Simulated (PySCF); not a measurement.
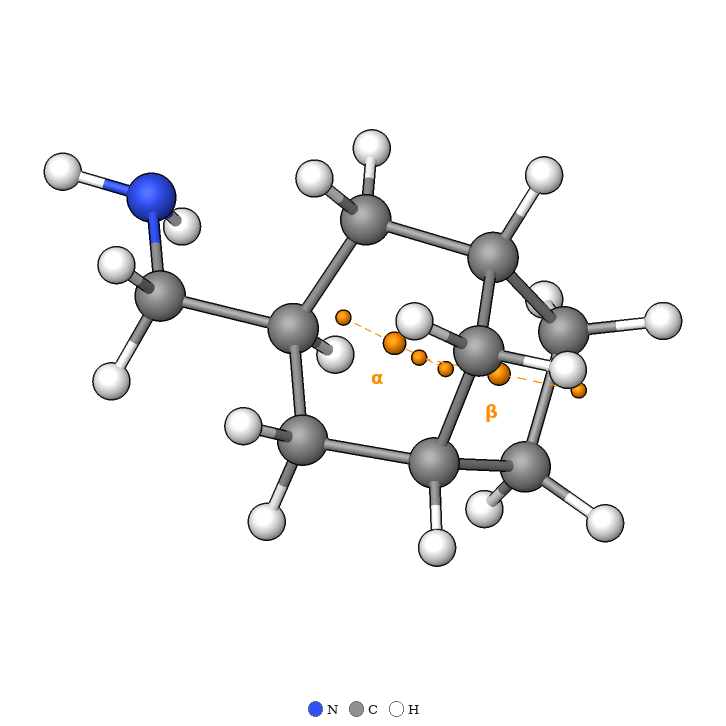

The small points mark where nucleus-independent chemical shifts (NICS) were computed: at the centre of each lettered ring and 1 Å above and below it. The geometry was computed by an optimisation with PBE0-D3(BJ)/def2-SVP. No frequency run is at hand to confirm it as a minimum. Properties computed with GIAO PBE0/pcSseg-1 NMR shielding, non-relativistic, gas phase (PySCF 2.14.0).

Give NICS(0), NICS(1) and the out-of-plane component NICS(1)zz for each ring (means of the two sides).

| ring | members | NICS(0) | NICS(1) | NICS(1)zz |
| --- | --- | --- | --- | --- |
| α | C6 | −4.5 | −4.3 | −0.2 |
| β | C5 | −6.5 | −4.4 | −10.4 |

Values in ppm.

**What do the values say about the ring currents?**

Ring α: weak, as in a non-aromatic ring. NICS is one index among several.
